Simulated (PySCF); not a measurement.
# NMR shielding calculation of C$_{3}$H$_{12}$O$_{2}$Si$_{4}$

C$_{3}$H$_{12}$O$_{2}$Si$_{4}$, computed with GIAO PBE0/pcSseg-1 NMR shielding, non-relativistic, gas phase (PySCF 2.14.0).

The geometry comes from this level: GFN2-xTB. It belongs to a series of runs on one base structure; here: H on Si replaced by COOCH3. Figures and captions count atoms from 1; the log counts them from 0 in places.

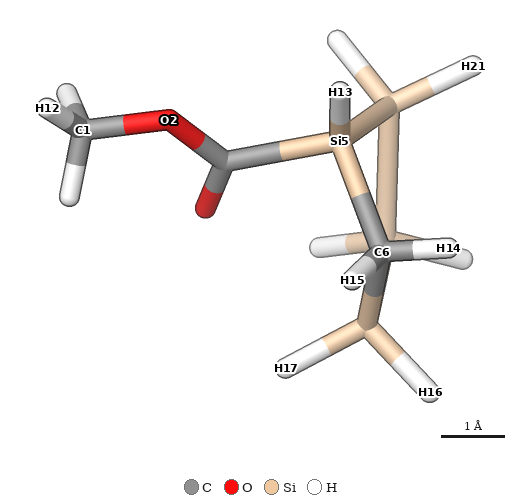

**Figure 1.** The structure as given in the input (stick view, seen at a tilt; atoms are numbered from 1 in the order of the input). Bond lengths as drawn: C–H 1.09 Å, C–O 1.22 to 1.42 Å, C–Si 1.91 to 1.93 Å, H–Si 1.46 to 1.48 Å and Si–Si 2.33 to 2.35 Å.

## Summary

- outcome: converged
- total energy: −1429.118620 hartree
- HOMO: −7.57 eV
- LUMO: −0.84 eV
- dipole moment: 1.87 D
- isotropic shielding, C: −11.6 to 195.4 ppm
- isotropic shielding, O: −165.8 to 111.1 ppm
- isotropic shielding, Si: 393.2 to 469.4 ppm
- isotropic shielding, H: 26.8 to 32.0 ppm
- hardware: 1 CPU thread, shared host
- wall time: 89 s
- peak memory: 1.1 GiB

## The input
```
{"job": {"kind": "nmr", "xc": "PBE0", "basis": "pcSseg-1"}, "charge": 0, "multiplicity": 1}
C      3.546805    -0.351254     1.054008
O      2.620791     0.115985     0.076935
C      1.322676    -0.012992     0.348159
O      0.900722    -0.503717     1.377487
Si     0.139841     0.707876    -0.960066
C     -0.997892    -0.788369    -1.322445
Si    -1.897492    -1.475679     0.236418
Si    -2.364711     0.404983     1.524632
Si    -1.161501     2.079099     0.405542
H      3.618705     0.368490     1.872131
H      3.214234    -1.310825     1.454167
H      4.506227    -0.452462     0.552923
H      0.963425     1.047726    -2.128791
H     -1.747003    -0.487976    -2.056875
H     -0.432149    -1.593133    -1.791472
H     -3.085183    -2.193409    -0.264678
H     -1.069553    -2.509988     0.856354
H     -3.807061     0.706415     1.601468
H     -1.984378     0.282265     2.935307
H     -0.332267     2.963000     1.238719
H     -1.963155     3.020911    -0.393334
```

The first line tells a small driver script what to run in PySCF; the rest is the geometry in Å.

Run as:
```bash
OMP_NUM_THREADS=1 python <driver script> task.json out
```

## The program's output
```
coarse grid: 19368 points
cycle   1  E = -1428.9014640388  dE =  8.655e-01  |g| = 8.663e-01  |ddm| = 4.221e+00
cycle   2  E = -1428.5312681125  dE =  3.702e-01  |g| = 1.620e+00  |ddm| = 1.772e+00
cycle   3  E = -1429.0297135670  dE = -4.984e-01  |g| = 3.033e-01  |ddm| = 1.359e+00
cycle   4  E = -1429.0460447883  dE = -1.633e-02  |g| = 9.538e-02  |ddm| = 2.567e-01
cycle   5  E = -1429.0475951910  dE = -1.550e-03  |g| = 1.874e-02  |ddm| = 6.200e-02
cycle   6  E = -1429.0476575387  dE = -6.235e-05  |g| = 7.856e-03  |ddm| = 2.260e-02
cycle   7  E = -1429.0476730782  dE = -1.554e-05  |g| = 1.321e-03  |ddm| = 9.678e-03
cycle   8  E = -1429.0476734902  dE = -4.121e-07  |g| = 4.994e-04  |ddm| = 2.336e-03
final grid: 168208 points
cycle   9  E = -1429.1185910584  dE = -1.773e-05  |g| = 1.277e-02  |ddm| = 2.560e-02
cycle  10  E = -1429.1185492799  dE =  4.178e-05  |g| = 1.980e-02  |ddm| = 1.900e-02
cycle  11  E = -1429.1186193357  dE = -7.006e-05  |g| = 2.371e-03  |ddm| = 1.253e-02
cycle  12  E = -1429.1186203339  dE = -9.982e-07  |g| = 5.730e-04  |ddm| = 1.739e-03
cycle  13  E = -1429.1186203882  dE = -5.434e-08  |g| = 1.730e-04  |ddm| = 5.133e-04
cycle  14  E = -1429.1186203946  dE = -6.394e-09  |g| = 2.568e-05  |ddm| = 1.374e-04
cycle  15  E = -1429.1186203947  dE = -1.228e-10  |g| = 1.034e-05  |ddm| = 3.956e-05
```

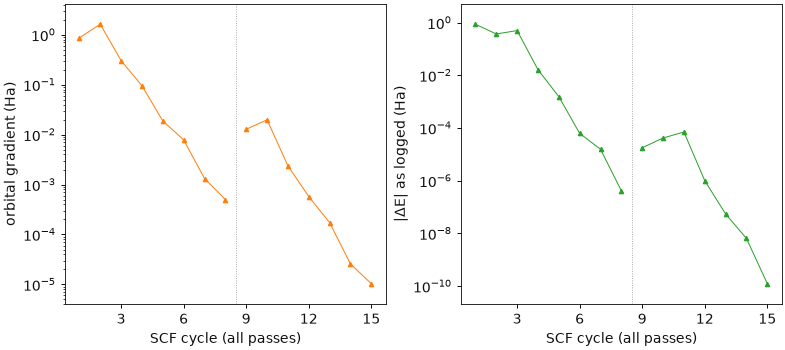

**Figure 2.** Convergence of the self-consistent field: orbital gradient and size of the energy change against the SCF cycle. The dotted line marks the change from a coarse to the final integration grid. The first 8 cycles use a coarse grid, the final grid takes over at cycle 9, and the field converges after 15 cycles in all.

```
converged SCF energy = -1429.1186203947

GIAO shielding tensors (ppm)
atom      isotropic    diamagn.    paramagn.     s11        s22        s33       span
  0 C      135.291     243.658    -108.367    101.189    125.189    179.493     78.304
  1 O      111.114     401.956    -290.842    -92.394    197.664    228.073    320.467
  2 C      -11.618     262.139    -273.757   -112.829      4.382     73.594    186.423
  3 O     -165.838     405.302    -571.141   -531.827   -250.409    284.721    816.549
  4 Si     393.188     883.341    -490.153    360.415    394.050    425.100     64.684
  5 C      195.410     258.269     -62.859    188.800    193.173    204.257     15.457
  6 Si     419.809     880.008    -460.200    395.474    400.072    463.880     68.407
  7 Si     469.423     880.656    -411.233    452.498    460.498    495.273     42.775
  8 Si     467.305     881.550    -414.246    451.530    464.925    485.460     33.930
  9 H       28.213      28.247      -0.033     23.794     26.209     34.636     10.842
 10 H       27.147      29.105      -1.957     22.924     26.090     32.427      9.503
 11 H       28.049      27.218       0.831     23.987     26.360     33.800      9.813
 12 H       26.805      30.737      -3.932     22.887     24.653     32.875      9.988
 13 H       32.003      31.824       0.178     26.859     28.504     40.646     13.787
 14 H       31.215      32.670      -1.455     25.520     28.021     40.104     14.584
 15 H       27.450      28.785      -1.335     23.350     24.954     34.047     10.697
 16 H       27.576      29.877      -2.301     24.204     25.323     33.201      8.997
 17 H       28.146      28.919      -0.772     24.210     25.046     35.182     10.971
 18 H       28.006      29.523      -1.517     24.590     24.985     34.443      9.853
 19 H       28.285      29.503      -1.219     24.473     25.615     34.765     10.292
 20 H       28.348      29.468      -1.120     24.565     25.019     35.461     10.896
```

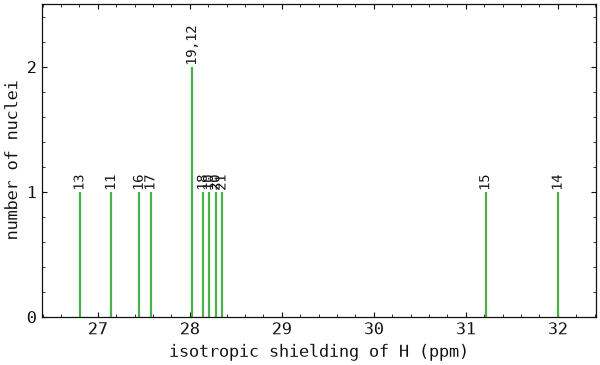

**Figure 3.** Isotropic shieldings of the hydrogen nuclei in this fixed geometry, labelled by atom number; shielding grows to the right, so chemical shift grows to the left. The least shielded is H13 (26.8 ppm), the most shielded H14 (32.0 ppm).

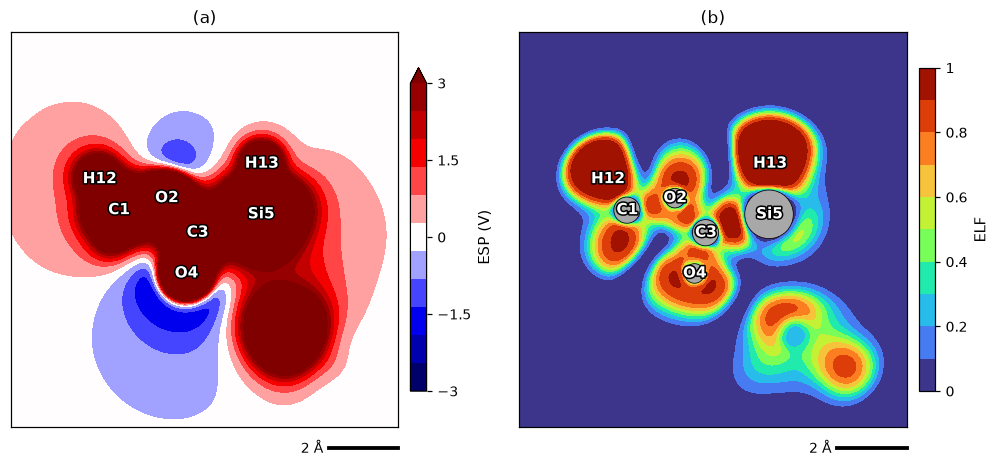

**Figure 4.** (a) electrostatic potential; (b) ELF on the plane of atoms O4, C3 and Si5. Grey discs, where drawn, cover atomic cores. C–O (1.22 Å): the ELF peaks at about 0.85 between the atoms; a double or triple bond. C–Si (1.91 Å): the ELF peaks at about 1 between the atoms, which marks localised, shared-pair bonding. C–H (1.09 Å): the ELF climbs to about 1 towards the hydrogen, as it does in any bond to H; a covalent bond by its length. Si–H (1.47 Å): the ELF climbs to about 1 towards the hydrogen.

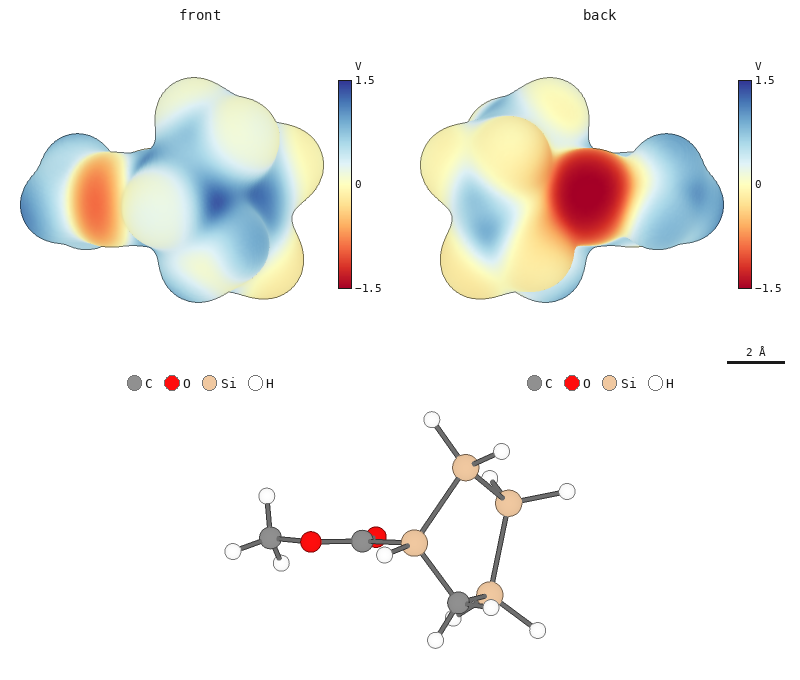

**Figure 5.** The electrostatic potential painted on the density surface at 0.002 e/bohr³, seen face on and from behind; the colour scale runs from red (negative) to blue (positive). The bare structure is drawn below in the same view. A positive charge is drawn to the negative regions and a negative charge to the positive ones. Its dipole moment is 1.87 D.

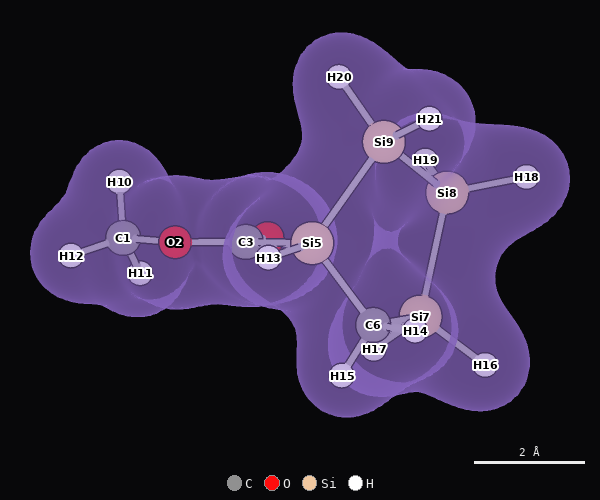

**Figure 6.** Isosurface of the electron density at 0.1 e/Å³ (purple), seen at a tilt. At this value the surface is in one piece. On the grid the lowest density along these lines, outside the cores, is 2.8 e/Å³ (C–O, 1.22 Å), 0.75 e/Å³ (C–Si, 1.91 Å), 0.64 e/Å³ (Si–Si, 2.33 Å) and 1.9 e/Å³ (C–H, 1.09 Å).
